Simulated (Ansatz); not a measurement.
AlNi (CsCl type): scan of one atom of the cell

AlNi (CsCl type)

```xyz
2
Lattice="2.8631 0.0000 0.0000 0.0000 2.8631 0.0000 0.0000 0.0000 2.8631" Properties=species:S:1:pos:R:3 pbc="T T T"
Al     0.0000     0.0000     0.0000
Ni     1.4316     1.4316     1.4316
```

In each cell atom 1 (Al, nearest neighbour Ni at 2.480 Å; its periodic images, 2.9 Å or more away, move with it) moves by s·(1.000, 0.000, 0.000) (along Cartesian x), the rest being held.

The numbers are results of r2SCAN (plane waves to 500 eV, PAW, scalar-relativistic; Ansatz, a first-principles code), not measurements. k mesh 13×13×13 (Γ-centred), Fermi-Dirac smearing 0.05 eV. E stands for the smeared free energy. Stress and pressure are positive under compression. With partly filled bands, energies and forces of such displacements shift with the k mesh and the smearing. AlNi is run without spin polarisation. AlNi was relaxed with its symmetry unable to fall. ΔE is measured from the undisplaced structure.

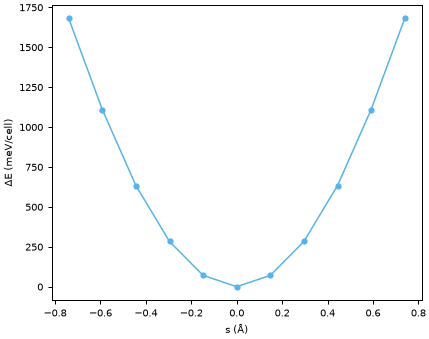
*ΔE (meV/cell) against s (Å); markers are the computed points, lines only join them.*

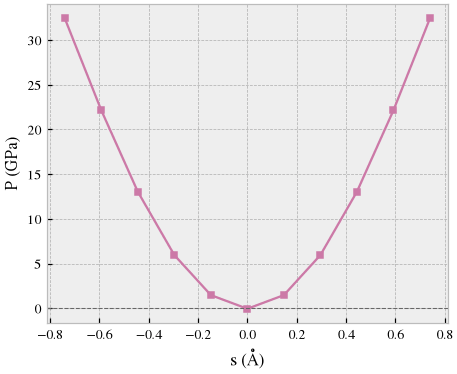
Figure. P (GPa) against s (Å); markers are the computed points, lines only join them.

The force constant k = d²E/ds² at s = 0 (finite differences) is 6.48 eV/Å². The zone-centre optical wavenumber from k is 309 cm⁻¹ and the energy at s = 0.740 Å is 1681 meV/cell. The force along the line at s = -0.740 Å comes out as 4.07 eV/Å. Symmetry of the curve: even: the same for both signs.

The forces along the line at the two nearest points give (0.957 − (-0.957)) / (2·0.148) = 6.47 eV/Å²; the next pair corrects for the finite step.

(For displaced atoms, the force is minus the slope of the energy, and its curvature is a force constant, which sets phonon frequencies.)
